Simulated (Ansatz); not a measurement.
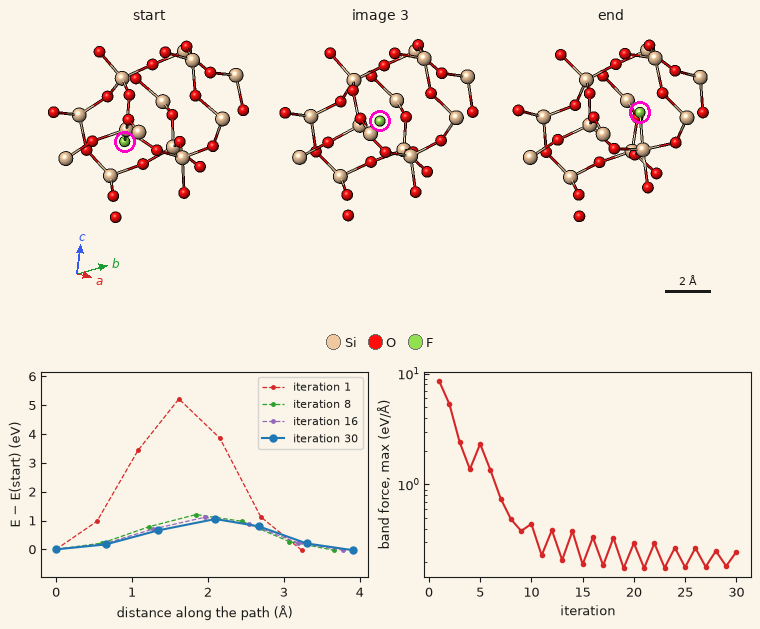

NEB run on SiO$_{2}$ with an interstitial F (37 atoms in the cell, charge -1). Images are numbered from 0 (start) to 6 (end). The plot follows the band through its iterations. A ball-and-stick model of the atoms within 5.0 Å of the middle of the path, seen slightly off an axis. The moving atom is ringed, with any periodic copies. Bonds to atoms that aren't drawn are left out.

Computed with DFT r2SCAN, scalar-relativistic, plane waves, PAW in Ansatz. Set-up: plane-wave cutoff 500 eV; k-point mesh 2 × 2 × 1; Gaussian smearing 0.02 eV; 5 movable images; climbing image; force threshold 0.03 eV/Å; iteration limit 30; spring constant 1.0 eV/Å²; optimiser L-BFGS; starting path by straight interpolation.

Judge this run.

Answer. The result isn't final. The band hadn't converged when the run stopped after 30 iterations. The largest component of the band force went from 8.6 to 0.25 eV/Å. The barrier read from it is provisional, though the highest image hardly moved in the last two iterations. The first iteration put the highest image at 5.22 eV. The energy climbs by 1.05 eV to image 3 and then falls by 1.08 eV, so the end point sits at −0.03 eV.

Limits of the set-up: the periodic images lie only 7.3 Å apart, so the values are limited by the cell's size; the cell is charged, on a uniform background, and energies carry no finite-size correction.

The run took 60 min on 4 threads of Arm Neoverse V1, on a shared host, peak memory 5.6 GiB.

PAW datasets: the set soft_1.
